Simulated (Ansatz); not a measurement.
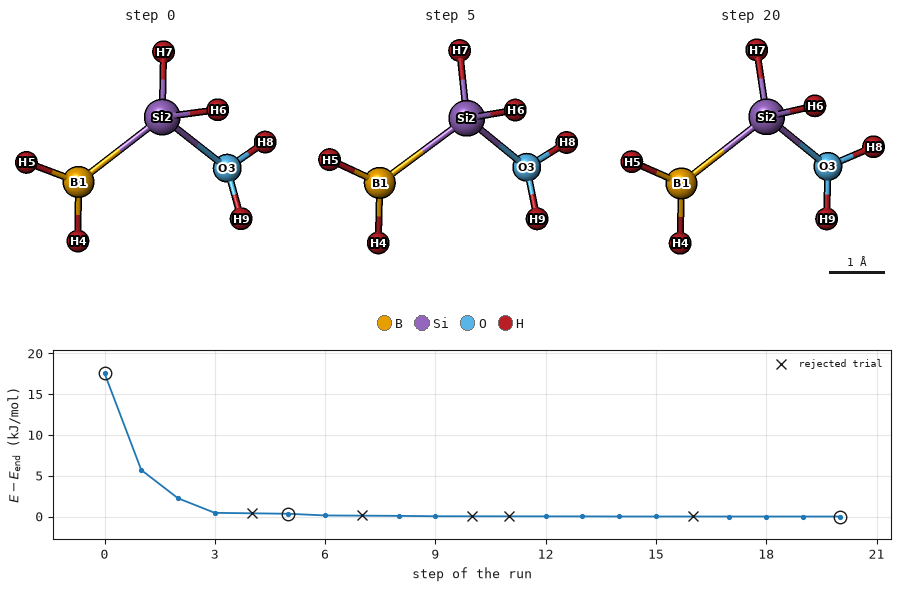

Frames of a relaxation of BSiH6O (charge +1), marked on the history of the run. The picture is a ball-and-stick view, seen at a tilt.

All numbers below come from Ansatz 0.2.0, RKS PBE0-D4/def2-TZVP.

The input:
```yaml
crystal:
  periodic: [false, false, false]
  atoms:
    - {symbol: B, position_ang: [-1.118450, 0.718420, -1.070410]}
    - {symbol: Si, position_ang: [0.520990, 0.585440, -0.021630]}
    - {symbol: O, position_ang: [0.432240, -1.227170, 0.796830]}
    - {symbol: H, position_ang: [-1.980290, -0.066280, -0.991510]}
    - {symbol: H, position_ang: [-1.272300, 1.609270, -1.807520]}
    - {symbol: H, position_ang: [0.700950, 1.294780, 1.248090]}
    - {symbol: H, position_ang: [1.837540, 0.275720, -0.578200]}
    - {symbol: H, position_ang: [1.227370, -1.656680, 1.144140]}
    - {symbol: H, position_ang: [-0.348070, -1.533510, 1.280210]}
basis:
  gaussian: {orbitals: def2-TZVP}
total_charge: 1
hamiltonian: {xc: pbe0, dispersion: d4}
relax: {f_tol: 0.005, max_steps: 200}
```

Command:
```bash
ansatz run in.yaml --threads 2 --pin off --events-out ev --progress --plain --max-ram 4352MiB
```

**Describe the path.**

H9 moves most after the best rigid fit: 0.31 Å. By element the largest moves are H 0.31 Å, Si 0.12 Å, B 0.06 Å, O 0.06 Å. Near-neighbour distances that change, for instance: Si2–O3 1.991 → 1.849 Å, B1–Si2 1.951 → 2.002 Å, B1–H4 1.168 → 1.192 Å, Si2–H7 1.463 → 1.476 Å. Among the angles between lasting bonds that change: O3–Si2–H7 90.2° → 98.5°, O3–Si2–H6 95.2° → 101.4°, B1–Si2–H7 124.5° → 118.7°. Groups turn about Si2–O3 by about 20°. After 15 accepted moves (20 points after the start) the energy has fallen by 17.6 kJ/mol. The largest force component goes from 1.4 to 0.0019 eV/Å. The line search rejected the trial steps at points 4, 7, 10, 11, 16 of the run. The forces were under the threshold at step 12, but the run went on from there. From step 0 to 5: Si2 moves most (0.12 Å), energy −17.2 kJ/mol. From step 5 to 20: H9 moves most (0.24 Å), energy −0.34 kJ/mol.

```json
{"step": "0", "E − E(0), kJ/mol": "0.00", "largest force component, eV/Å": "1.4177", "note": ""}
{"step": "1", "E − E(0), kJ/mol": "-11.88", "largest force component, eV/Å": "0.8219", "note": ""}
{"step": "2", "E − E(0), kJ/mol": "-15.35", "largest force component, eV/Å": "0.4756", "note": ""}
{"step": "3", "E − E(0), kJ/mol": "-17.13", "largest force component, eV/Å": "0.0415", "note": ""}
{"step": "4", "E − E(0), kJ/mol": "-17.12", "largest force component, eV/Å": "0.2934", "note": "rejected"}
{"step": "5", "E − E(0), kJ/mol": "-17.25", "largest force component, eV/Å": "0.0345", "note": ""}
{"step": "6", "E − E(0), kJ/mol": "-17.45", "largest force component, eV/Å": "0.0669", "note": ""}
{"step": "7", "E − E(0), kJ/mol": "-17.39", "largest force component, eV/Å": "0.0847", "note": "rejected"}
{"step": "8", "E − E(0), kJ/mol": "-17.50", "largest force component, eV/Å": "0.0114", "note": ""}
{"step": "9", "E − E(0), kJ/mol": "-17.55", "largest force component, eV/Å": "0.0086", "note": ""}
{"step": "10", "E − E(0), kJ/mol": "-17.51", "largest force component, eV/Å": "0.2038", "note": "rejected"}
{"step": "11", "E − E(0), kJ/mol": "-17.47", "largest force component, eV/Å": "0.1036", "note": "rejected"}
{"step": "12", "E − E(0), kJ/mol": "-17.56", "largest force component, eV/Å": "0.0035", "note": ""}
{"step": "13", "E − E(0), kJ/mol": "-17.57", "largest force component, eV/Å": "0.0972", "note": ""}
{"step": "14", "E − E(0), kJ/mol": "-17.58", "largest force component, eV/Å": "0.0243", "note": ""}
{"step": "15", "E − E(0), kJ/mol": "-17.58", "largest force component, eV/Å": "0.0217", "note": ""}
{"step": "16", "E − E(0), kJ/mol": "-17.58", "largest force component, eV/Å": "0.0153", "note": "rejected"}
{"step": "17", "E − E(0), kJ/mol": "-17.58", "largest force component, eV/Å": "0.0029", "note": ""}
{"step": "18", "E − E(0), kJ/mol": "-17.58", "largest force component, eV/Å": "0.0043", "note": ""}
{"step": "19", "E − E(0), kJ/mol": "-17.58", "largest force component, eV/Å": "0.0062", "note": ""}
{"step": "20", "E − E(0), kJ/mol": "-17.58", "largest force component, eV/Å": "0.0019", "note": ""}
```
